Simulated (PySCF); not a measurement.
**CCSD(T)/STO-6G run of BH3O (BH2(OH))**

Aim: the energy change on altering one bond length of BH3O (BH2(OH)) at CCSD(T)/STO-6G, from 2 runs. 

The results are computed with PySCF 2.14.0.

11 further runs of the same task are left out: 11 set aside as unsound or not needed.

## 1. The structure to begin with

BH3O has 5 atoms, charge 0, and is taken as a singlet. SMILES: `[H]B([H])O`. The shape is that of a GFN2-xTB optimisation.

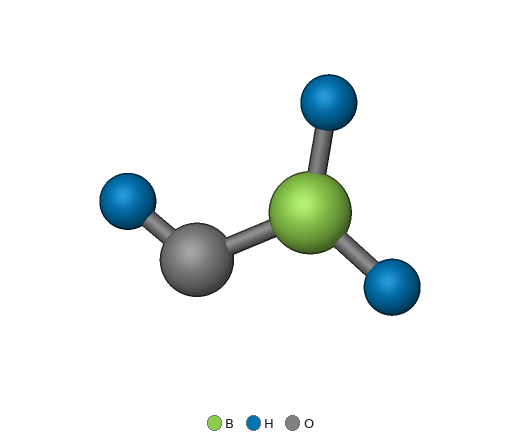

The structure, seen from a chosen angle (boron green, hydrogen blue, oxygen grey).

## 2. A single-point energy at CCSD(T)/STO-6G

Input file job.py:

```python
from pyscf import gto, cc

system = gto.M(
    atom=[
    ('B', (0.270970, 0.302480, -0.108500)),
    ('H', (1.403550, 0.390040, -0.395610)),
    ('H', (-0.432910, 1.251360, -0.080700)),
    ('O', (-0.159420, -0.918700, 0.174490)),
    ('H', (-1.082200, -1.025180, 0.410320)),
],
    basis='sto-6g',
    verbose=4,
    max_memory=1860,
)

calc0 = system.RHF()
calc0.conv_tol = 1e-10
calc0.kernel()
if not calc0.converged:
    calc0 = calc0.newton().run(calc0.mo_coeff, calc0.mo_occ)

mycc = cc.CCSD(calc0, frozen=2)
mycc.kernel()
e_t = mycc.ccsd_t()
etot = mycc.e_tot + e_t
print('E(%s) = %.9f' % ('CCSD(T)', etot))
```

Started as:

```console
$ OMP_NUM_THREADS=1 python job.py
```

The log of the run:

```text
PySCF version 2.14.0

[... 55 lines left out ...]
converged SCF energy = -100.953776260989
[... 12 lines left out ...]
Init t2, MP2 energy = -101.036088721281  E_corr(MP2) -0.0823124602919296
[... 11 lines left out ...]
CCSD converged
[... 2 lines left out ...]
E(CCSD(T)) = -101.062027315
```

It took 0.74 s on 1 thread of Arm Neoverse V2, shared host; peak memory 0.12 GiB.

## 3. The distorted shape

Input file calc.py:

```python
from pyscf import gto, scf, cc

mol = gto.Mole()
mol.atom = [
    ('B', (1.115622, -0.836171, -0.141860)),
    ('H', (2.248202, -0.748611, -0.428970)),
    ('H', (-0.432910, 1.251360, -0.080700)),
    ('O', (0.685232, -2.057351, 0.141130)),
    ('H', (-0.237548, -2.163831, 0.376960)),
]
mol.verbose = 3
mol.basis = 'sto-6g'
mol.max_memory = 1860
mol.charge = 0
mol.build()

calc0 = scf.RHF(mol)
calc0.conv_tol = 1e-10
calc0.kernel()
if not calc0.converged:
    calc0 = calc0.newton().run(calc0.mo_coeff, calc0.mo_occ)

mycc = cc.CCSD(calc0, frozen=2)
mycc.kernel()
e_t = mycc.ccsd_t()
energy = mycc.e_tot + e_t
print('E(%s) = %.9f' % ('CCSD(T)', energy))
```

Started as:

```console
$ OMP_NUM_THREADS=1 python calc.py
```

The log of the run:

```text
converged SCF energy = -100.644084737742
E(CCSD) = -100.8644560429231  E_corr = -0.2203713051808452
CCSD(T) correction = -0.00884767667591666
E(CCSD(T)) = -100.873303720
```

It took 0.68 s on 1 thread of Arm Neoverse V2, shared host; peak memory 0.1 GiB.

## 4. Summary of results

Level: CCSD(T)/STO-6G, 2 core orbitals frozen.

```
                                                         quantity          value
                                        first shape: total energy  -101.06203 Eh
                first shape: dipole moment (Hartree–Fock density)         1.65 D
                 first shape: HOMO energy (Hartree–Fock orbitals)      -10.78 eV
                 first shape: LUMO energy (Hartree–Fock orbitals)        8.34 eV
               first shape: HOMO–LUMO gap (Hartree–Fock orbitals)       19.12 eV
         first shape: correlation energy (2 core orbitals frozen)     -108.3 mEh
                                      first shape: (T) correction      -3.21 mEh
                                       first shape: T1 diagnostic          0.022
                                    distorted shape: total energy  -100.87330 Eh
            distorted shape: dipole moment (Hartree–Fock density)         2.02 D
             distorted shape: HOMO energy (Hartree–Fock orbitals)       -5.06 eV
             distorted shape: LUMO energy (Hartree–Fock orbitals)        4.18 eV
           distorted shape: HOMO–LUMO gap (Hartree–Fock orbitals)        9.24 eV
     distorted shape: correlation energy (2 core orbitals frozen)     -229.2 mEh
                                  distorted shape: (T) correction      -8.85 mEh
                                   distorted shape: T1 diagnostic          0.037
energy change with the B1–H3 bond stretched from 1.182 to 2.600 Å       5.135 eV
```

**Reading.** With the B1–H3 bond stretched from 1.182 to 2.600 Å the energy rises by 5.14 eV (495 kJ/mol). The first shape isn't relaxed at this level, so the change isn't measured from a minimum. The minimal basis adds a large error of its own. The T1 diagnostic (first shape) of 0.022 is above the customary mark for such species, so a single reference may not serve. The triples (first shape) make up 3.0 % of the correlation energy. The T1 diagnostic (distorted shape) of 0.037 is above the customary mark for such species, so a single reference may not serve. The triples (distorted shape) make up 3.9 % of the correlation energy.
